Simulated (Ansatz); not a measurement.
Molecular dynamics, with input and output: AlNH$_{6}$Se (part 4 of 4)

The same run, continued: AlNH$_{6}$Se; RKS B3LYP-D4/def2-SVP (Ansatz 0.2.0). It belongs to a series of runs on one base structure; here: dynamics from the highest image of the converged band.

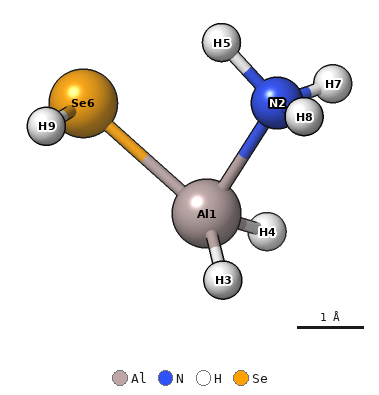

The geometry at step 166 of the log (ball-and-stick view, seen at a tilt; atoms are numbered from 1 in the order of the input).

**Trajectory as extended XYZ, continued**
```
9
Properties=species:S:1:pos:R:3:forces:R:3 step=128 time_fs=64.0 energy=-73526.23634 temperature=763.5
Al   -0.0798    0.9734   -0.4917   -1.6447   0.4091   0.8233
N     1.0387   -0.6391   -0.2880    2.7567   0.3045  -3.1450
H    -1.1252    0.9723   -1.7064    0.4277  -0.1575   0.0205
H     0.6871    2.2333    0.0408    0.3268   0.0758  -0.1196
H     0.4524   -0.8096    0.4727   -1.3843  -1.4441   2.9013
Se   -1.2639   -0.0655    1.6803    0.3284   0.8092  -0.4182
H     2.0161   -0.5010    0.0141   -0.4309  -0.0356   0.0078
H     1.0194   -1.4275   -0.9495   -0.1128   0.2578   0.1546
H    -2.1550   -0.9031    0.8842   -0.2669  -0.2192  -0.2247
9
Properties=species:S:1:pos:R:3:forces:R:3 step=132 time_fs=66.0 energy=-73526.07415 temperature=593.9
Al   -0.0890    0.9782   -0.4871   -1.5391   0.1422   1.0275
N     1.0425   -0.6475   -0.2822    3.5750   1.5729  -5.6717
H    -1.0878    0.9689   -1.7396    0.3896  -0.1603   0.0499
H     0.7039    2.2356    0.0196    0.2996   0.0500  -0.1165
H     0.5409   -0.9072    0.4397   -3.4878  -2.2486   5.7329
Se   -1.2626   -0.0648    1.6786    0.4238   0.9129  -0.3829
H     1.9947   -0.4889    0.0311    0.4081  -0.0584  -0.0795
H     0.9929   -1.4162   -0.9532    0.2823   0.0864  -0.2585
H    -2.1574   -0.8923    0.8868   -0.3515  -0.2971  -0.3012
9
Properties=species:S:1:pos:R:3:forces:R:3 step=136 time_fs=68.0 energy=-73526.44886 temperature=1002.5
Al   -0.1003    0.9832   -0.4810   -0.9932  -0.2384   1.1494
N     1.0544   -0.6527   -0.2893   -1.6800  -0.8613   1.5960
H    -1.0358    0.9594   -1.7709    0.2329  -0.1392   0.0389
H     0.7318    2.2397   -0.0061    0.1615  -0.0274  -0.0962
H     0.5199   -1.0734    0.5878    0.7365   1.0342  -1.2614
Se   -1.2611   -0.0638    1.6767    0.2252   0.6305  -0.4967
H     1.9879   -0.4791    0.0450    0.9059  -0.1208  -0.2098
H     0.9768   -1.4019   -0.9665    0.5701  -0.1703  -0.5919
H    -2.1725   -0.8920    0.8787   -0.1588  -0.1072  -0.1283
9
Properties=species:S:1:pos:R:3:forces:R:3 step=140 time_fs=70.0 energy=-73525.99530 temperature=507.6
Al   -0.1130    0.9879   -0.4733   -0.3984  -0.4868   1.2048
N     1.0629   -0.6598   -0.2934   -1.7256  -1.6374   3.0625
H    -0.9750    0.9445   -1.8009    0.0480  -0.1124  -0.0019
H     0.7658    2.2427   -0.0354   -0.0124  -0.1236  -0.0698
H     0.5141   -1.2082    0.7070    1.1667   2.2045  -2.7835
Se   -1.2595   -0.0624    1.6746   -0.0146   0.2413  -0.7152
H     2.0115   -0.4744    0.0500    0.1350  -0.3146  -0.5641
H     0.9820   -1.3924   -1.0002    0.6616   0.0693  -0.2579
H    -2.1932   -0.8956    0.8660    0.1397   0.1598   0.1250
9
Properties=species:S:1:pos:R:3:forces:R:3 step=145 time_fs=72.5 energy=-73526.02730 temperature=543.8
Al   -0.1297    0.9928   -0.4612   -0.0160  -0.5578   1.2202
N     1.0674   -0.6751   -0.2871   -0.8182  -2.0618   2.8169
H    -0.8968    0.9200   -1.8386   -0.0929  -0.0964  -0.0190
H     0.8071    2.2395   -0.0756   -0.1669  -0.2152  -0.0304
H     0.5685   -1.2605    0.7082    1.1330   2.2928  -3.0901
Se   -1.2575   -0.0604    1.6714   -0.2455   0.1894  -0.8655
H     2.0454   -0.4852    0.0260   -0.5937  -0.3089  -0.6624
H     1.0229   -1.3748   -1.0532    0.4711   0.4541   0.3600
H    -2.2113   -0.8914    0.8570    0.3292   0.3037   0.2703
9
Properties=species:S:1:pos:R:3:forces:R:3 step=149 time_fs=74.5 energy=-73526.61792 temperature=1185.7
Al   -0.1431    0.9959   -0.4496    0.0186  -0.5570   1.1307
N     1.0682   -0.6934   -0.2736    0.1850  -0.9546   0.5514
H    -0.8376    0.8961   -1.8692   -0.1216  -0.0906   0.0542
H     0.8337    2.2281   -0.1092   -0.2087  -0.2210   0.0171
H     0.6590   -1.2072    0.5814    0.3181   0.8114  -1.3190
Se   -1.2561   -0.0588    1.6684   -0.2298   0.4865  -0.8170
H     2.0512   -0.5064   -0.0204   -0.2199   0.0253  -0.2471
H     1.0758   -1.3435   -1.0829    0.0321   0.3026   0.4574
H    -2.2127   -0.8757    0.8605    0.2261   0.1974   0.1724
9
Properties=species:S:1:pos:R:3:forces:R:3 step=153 time_fs=76.5 energy=-73525.97304 temperature=491.5
Al   -0.1565    0.9981   -0.4364    0.0424  -0.6865   0.9123
N     1.0705   -0.7129   -0.2606    4.3231   5.1306  -8.8575
H    -0.7831    0.8688   -1.8976   -0.1384  -0.0715   0.1972
H     0.8523    2.2085   -0.1420   -0.1960  -0.1416   0.0909
H     0.7477   -1.1407    0.4340   -3.9865  -5.2194   7.9468
Se   -1.2547   -0.0569    1.6650    0.0422   0.8033  -0.6319
H     2.0496   -0.5263   -0.0759    0.4459   0.4298   0.3106
H     1.1297   -1.3015   -1.0965   -0.4753  -0.1980   0.0970
H    -2.2059   -0.8530    0.8703   -0.0572  -0.0467  -0.0655
9
Properties=species:S:1:pos:R:3:forces:R:3 step=157 time_fs=78.5 energy=-73526.55319 temperature=1107.4
Al   -0.1699    0.9993   -0.4219    0.2054  -0.9677   0.5743
N     1.0822   -0.7215   -0.2665    0.8266   1.3972  -1.4106
H    -0.7340    0.8389   -1.9184   -0.2047  -0.0270   0.3428
H     0.8636    2.1837   -0.1713   -0.1584   0.0183   0.1905
H     0.7196   -1.2270    0.5151   -0.4894  -0.8290   0.8161
Se   -1.2533   -0.0546    1.6613    0.2615   0.9886  -0.3541
H     2.0635   -0.5309   -0.1199    0.5847   0.4991   0.7128
H     1.1664   -1.2678   -1.1078   -0.6997  -0.8187  -0.5927
H    -2.2014   -0.8319    0.8776   -0.3261  -0.2607  -0.2791
9
Properties=species:S:1:pos:R:3:forces:R:3 step=162 time_fs=81.0 energy=-73525.97156 temperature=481.9
Al   -0.1861    0.9988   -0.4027    0.5001  -1.3475   0.2056
N     1.1007   -0.7267   -0.2804   -0.4663  -1.4756   2.3694
H    -0.6842    0.8002   -1.9258   -0.3313   0.0341   0.4222
H     0.8694    2.1545   -0.1972   -0.1048   0.2226   0.3016
H     0.6525   -1.3824    0.6720    1.5590   2.3714  -3.4511
Se   -1.2515   -0.0512    1.6565    0.2083   0.7864  -0.2847
H     2.1048   -0.5127   -0.1383   -0.4581   0.0653   0.6144
H     1.1756   -1.2658   -1.1480   -0.6257  -0.4461   0.0545
H    -2.2123   -0.8188    0.8725   -0.2810  -0.2106  -0.2318
9
Properties=species:S:1:pos:R:3:forces:R:3 step=166 time_fs=83.0 energy=-73525.92018 temperature=425.9
Al   -0.1983    0.9964   -0.3869    0.6321  -1.4439   0.0984
N     1.1142   -0.7348   -0.2850   -0.3782  -1.9566   1.7675
H    -0.6583    0.7706   -1.9141   -0.4161   0.0592   0.3645
H     0.8693    2.1399   -0.2054   -0.0828   0.2884   0.3420
H     0.6604   -1.4147    0.6613    1.6686   2.5351  -3.4602
Se   -1.2498   -0.0479    1.6524   -0.1446   0.5210  -0.4543
H     2.1230   -0.4938   -0.1264   -0.9323  -0.2663   0.3259
H     1.1562   -1.2845   -1.1801   -0.3694   0.2314   1.0036
H    -2.2328   -0.8173    0.8586    0.0228   0.0317   0.0125
9
Properties=species:S:1:pos:R:3:forces:R:3 step=170 time_fs=85.0 energy=-73526.55146 temperature=1112.9
Al   -0.2096    0.9918   -0.3710    0.6930  -1.3290   0.1535
N     1.1266   -0.7479   -0.2847   -0.3743  -0.8471   0.1714
H    -0.6482    0.7431   -1.8887   -0.4707   0.0598   0.2171
H     0.8658    2.1360   -0.2006   -0.1079   0.2401   0.3345
H     0.7302   -1.3536    0.5225    0.8815   1.1517  -1.5085
Se   -1.2483   -0.0444    1.6481   -0.4950   0.3802  -0.5997
H     2.1086   -0.4841   -0.1017   -0.3989  -0.2714   0.1175
H     1.1230   -1.2961   -1.1770   -0.0190   0.3839   0.8945
H    -2.2526   -0.8146    0.8451    0.2914   0.2318   0.2197
9
Properties=species:S:1:pos:R:3:forces:R:3 step=174 time_fs=87.0 energy=-73525.98727 temperature=505.2
Al   -0.2199    0.9854   -0.3548    0.7939  -1.1375   0.2658
N     1.1389   -0.7619   -0.2858    2.7643   6.1752  -7.4231
H    -0.6560    0.7179   -1.8550   -0.5011   0.0506   0.0399
H     0.8581    2.1411   -0.1832   -0.1783   0.1201   0.2948
H     0.8193   -1.2692    0.3538   -3.6966  -5.7489   7.6754
Se   -1.2470   -0.0407    1.6436   -0.5791   0.3248  -0.5738
H     2.0809   -0.4837   -0.0724    0.7274   0.0174  -0.0352
H     1.0890   -1.2948   -1.1438    0.3193  -0.0662  -0.5041
H    -2.2619   -0.8036    0.8395    0.3502   0.2646   0.2603
9
Properties=species:S:1:pos:R:3:forces:R:3 step=179 time_fs=89.5 energy=-73526.59282 temperature=1155.6
Al   -0.2311    0.9751   -0.3341    1.0511  -0.9712   0.2589
N     1.1609   -0.7612   -0.3075   -1.8494   0.2059   1.9125
H    -0.6928    0.6891   -1.8113   -0.5130   0.0621  -0.1067
H     0.8385    2.1534   -0.1457   -0.2773  -0.0119   0.2272
H     0.7859   -1.3884    0.4471    0.3318   0.8617  -0.4892
Se   -1.2457   -0.0359    1.6375   -0.4146   0.3998  -0.1578
H     2.0857   -0.4833   -0.0383    0.9811  -0.0928  -0.2879
H     1.0643   -1.3000   -1.1344    0.6085  -0.5157  -1.4156
H    -2.2564   -0.7769    0.8452    0.0819   0.0619   0.0586
9
Properties=species:S:1:pos:R:3:forces:R:3 step=183 time_fs=91.5 energy=-73526.06817 temperature=588.6
Al   -0.2384    0.9653   -0.3171    1.1871  -0.9105   0.0881
N     1.1753   -0.7567   -0.3240   -2.1157  -2.1496   3.3791
H    -0.7442    0.6688   -1.7801   -0.4527   0.0975  -0.0849
H     0.8112    2.1633   -0.1058   -0.3018  -0.0672   0.1608
H     0.7428   -1.4963    0.5618    1.5266   2.9623  -3.1406
Se   -1.2449   -0.0318    1.6325   -0.1493   0.4753   0.2913
H     2.1280   -0.4871   -0.0234   -0.2619  -0.5517  -0.6972
H     1.0701   -1.3217   -1.1798    0.8160   0.3234   0.1914
H    -2.2478   -0.7523    0.8527   -0.2482  -0.1795  -0.1881
9
Properties=species:S:1:pos:R:3:forces:R:3 step=187 time_fs=93.5 energy=-73526.08180 temperature=604.6
Al   -0.2441    0.9542   -0.3000    1.1057  -0.8320  -0.1896
N     1.1840   -0.7578   -0.3315   -1.3967  -2.5400   2.6012
H    -0.8126    0.6523   -1.7519   -0.3036   0.1430   0.0484
H     0.7727    2.1707   -0.0598   -0.2469  -0.0743   0.0868
H     0.7551   -1.4961    0.5623    1.4900   2.8856  -3.2594
Se   -1.2442   -0.0275    1.6277   -0.0647   0.4454   0.5876
H     2.1624   -0.5106   -0.0340   -0.8911  -0.5786  -0.7779
H     1.1061   -1.3323   -1.2201    0.6970   0.8370   1.1950
H    -2.2481   -0.7342    0.8535   -0.3896  -0.2860  -0.2921
9
Properties=species:S:1:pos:R:3:forces:R:3 step=191 time_fs=95.5 energy=-73526.76828 temperature=1349.7
Al   -0.2482    0.9419   -0.2832    0.8316  -0.7085  -0.4871
N     1.1889   -0.7655   -0.3321   -0.3203  -0.6423   0.4741
H    -0.8924    0.6413   -1.7217   -0.0903   0.1789   0.2052
H     0.7249    2.1754   -0.0104   -0.1224  -0.0383   0.0125
H     0.8220   -1.3903    0.4435    0.3348   0.7906  -1.0403
Se   -1.2436   -0.0230    1.6232   -0.3180   0.2188   0.6243
H     2.1665   -0.5546   -0.0729   -0.3182  -0.0848  -0.3522
H     1.1675   -1.3137   -1.2193    0.1993   0.4464   0.7094
H    -2.2623   -0.7263    0.8439   -0.1965  -0.1607  -0.1459
9
Properties=species:S:1:pos:R:3:forces:R:3 step=196 time_fs=98.0 energy=-73526.08572 temperature=616.8
Al   -0.2517    0.9251   -0.2632    0.4986  -0.5437  -0.8080
N     1.1960   -0.7732   -0.3357    3.1562   6.7102  -6.8742
H    -0.9960    0.6370   -1.6727    0.1664   0.1935   0.3021
H     0.6593    2.1796    0.0517    0.0598   0.0374  -0.0646
H     0.8873   -1.2744    0.3133   -3.8517  -6.0894   7.4547
Se   -1.2430   -0.0172    1.6179   -0.7963  -0.2402   0.5723
H     2.1624   -0.6106   -0.1365    1.0301   0.6452   0.4713
H     1.2522   -1.2734   -1.1915   -0.4832  -0.8220  -1.2189
H    -2.2885   -0.7237    0.8257    0.2201   0.1089   0.1653
9
Properties=species:S:1:pos:R:3:forces:R:3 step=200 time_fs=100.0 energy=-73526.64489 temperature=1215.3
Al   -0.2537    0.9107   -0.2484    0.4859  -0.4219  -1.0329
N     1.2087   -0.7638   -0.3538   -0.5675   0.0771   1.5475
H    -1.0728    0.6419   -1.6211    0.2799   0.1818   0.2537
H     0.6088    2.1843    0.0988    0.1550   0.0811  -0.1081
H     0.8194   -1.3718    0.4375    0.5716   0.7157  -1.4178
Se   -1.2430   -0.0127    1.6140   -1.0551  -0.5485   0.7446
H     2.1947   -0.6316   -0.1706    0.5283   0.5995   0.7516
H     1.3017   -1.2698   -1.2104   -0.7777  -0.8907  -1.0286
H    -2.3016   -0.7181    0.8169    0.3797   0.2061   0.2900
```

This output came from the following input.

**The input**
```yaml
crystal:
  periodic: [false, false, false]
  atoms:
    - { symbol: Al, position_ang: [-0.005683, 0.945925, -0.540025] }
    - { symbol: "N", position_ang: [1.067064, -0.55727, -0.386001] }
    - { symbol: H, position_ang: [-1.136827, 0.87543, -1.647432] }
    - { symbol: H, position_ang: [0.625327, 2.278758, 0.03872] }
    - { symbol: H, position_ang: [-0.062548, -0.764627, 1.044278] }
    - { symbol: Se, position_ang: [-1.285661, -0.072163, 1.708295] }
    - { symbol: H, position_ang: [2.039681, -0.486975, -0.089836] }
    - { symbol: H, position_ang: [0.983262, -1.342189, -1.030456] }
    - { symbol: H, position_ang: [-2.224715, -0.876788, 0.902559] }
basis:
  gaussian: { orbitals: def2-SVP }
hamiltonian:
  xc: b3lyp
  dispersion: d4
md:
  timestep: 0.5
  n_steps: 200
  ensemble: nve
  temperature: 100.0
  initial_velocities: maxwell_boltzmann
  seed: 11097
```

Launch command:
```bash
ansatz run input.yaml --threads 2 --pin off --max-ram 3072MiB --backend cpu --events-out ev --progress --plain --runs-dir out
```

**Key numbers**

| quantity | value |
| --- | --- |
| outcome | finished |
| mean temperature over the second half | 644 K |
| trajectory | 200 steps, 100 fs |
| ensemble | nve |
| temperature in the input | 100.0 K |
| time step | 0.5 fs |
| potential energy (last step) | −73526.6451 eV |
| mean-field energy (last step) | −73526.3721 eV |
| largest force (length of the vector) (last step) | 1.688 eV/Å |
| hardware | 2 threads of Intel Xeon (Sapphire Rapids), 16 GiB of memory available, shared host |
| wall time | 4.6 min (CPU time 8.7 min) |
| peak memory | 0.21 GiB |

**Notes**

So short a trajectory is not equilibrated.
